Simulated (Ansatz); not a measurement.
Electronic density of states of amorphous Hf$_{18}$O$_{37}$H$_{2}$, density 8.55 g/cm³, on a 2×2×2 Γ-centred mesh with a Gaussian width of 0.1 eV; energies count from the Fermi level, whose place inside the gap is arbitrary. Cell and mesh are small, so fine structure isn't converged. The numbers are results of PBE, scalar-relativistic without spin-orbit coupling (plane waves to 420 eV, PAW; Ansatz, a first-principles code), not measurements. Sampling: a 2×2×2 Γ-centred mesh; Fermi-Dirac width 0.02 eV; no spin polarisation. At PBE the levels at the filled edge of the gap are localised (band-tail or defect states), and the nearest spread-out levels lie 4.5 eV apart at the zone centre.

It comes from a melt-quench run on a machine-learned potential (CHGNet), relaxed afterwards by DFT. O atoms were pushed apart under 1.9 Å during the dynamics, to hinder bonds among them. The hot cell started wider than the set density and was brought back towards it in steps. It is the lowest in DFT energy of 2 quenches. It is a model cell: composition and starting density were chosen by hand, and all elements were melted together. No dispersion term was used. Its density started from a set value of 8.75 and ended at 8.55 g/cm³. The quench (nominally 760 K/ps over its main leg) was far faster than any real one, so the model tends to hold more defects than a real film. One small periodic cell is one sample of the glass; other quenches scatter about these values. Volume and shape were free in the relaxation.

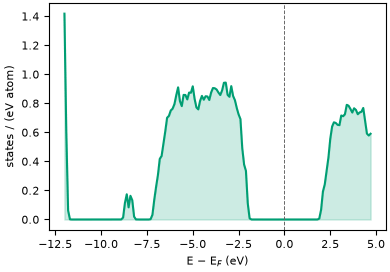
Figure. Density of states per atom

The level gap on this mesh is 4.14 eV; the broadening fills part of it in the curve.
